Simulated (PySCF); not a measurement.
Ionisation energy of Ir⁺ ([Xe] 4f¹⁴ 5d⁷ 6s → [Xe] 4f¹⁴ 5d⁷). PySCF, x2c-TZVPPall plus 1 diffuse shell for each l, spin-free X2C-1e, unrestricted single determinants, no spin-orbit coupling. Methods marked “subvalence” freeze 60 core electrons.

The results, method by method:

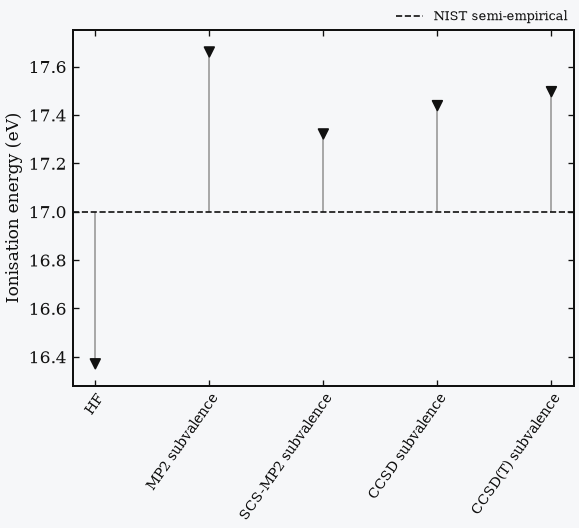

```csv
Method,Ionisation energy (eV)
HF,16.37
MP2 subvalence,17.66
SCS-MP2 subvalence,17.32
CCSD subvalence,17.44
CCSD(T) subvalence,17.50
```

The values run from 16.37 eV (HF) to 17.66 eV (MP2 subvalence). The NIST semi-empirical value is 17.00 ± 0.3 eV; nearest to it come SCS-MP2 subvalence (+0.32) and CCSD subvalence (+0.44), furthest MP2 subvalence (+0.66 eV). These values lack spin-orbit coupling; with the first-order correction of −0.036 eV added, SCS-MP2 subvalence comes nearest (+0.29).
